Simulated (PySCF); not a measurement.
Vertical excitations of a molecule C8H6N2 from TDA-PBE/def2-SVPD in PySCF, as energy in eV (oscillator strength): 2.94 (0.002), 3.90 (0.019), 3.91 (0.000), 4.28 (0.044), 4.47 (0.000), 4.75 (0.003). Lowest triplet (TDA): 2.48 eV. Coordinates come from a B3LYP-D3(BJ)/def2-SVP optimisation. The values are those of a single conformer.

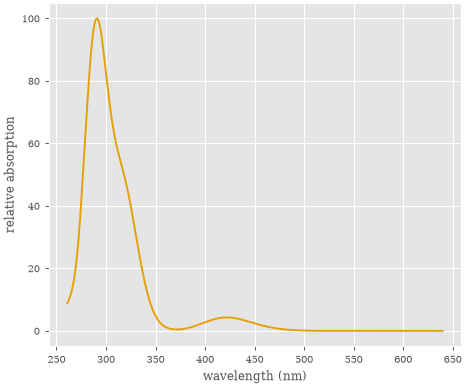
Figure. The lines broadened by 0.4 eV.

Pick the molecule that these values belong to.
A) c1ccc2nccnc2c1
B) C#Cc1c(C#N)ccn1C
C) C#Cc1ccnc(C=C)n1
D) C#Cc1cncc(C=C)n1

A, c1ccc2nccnc2c1
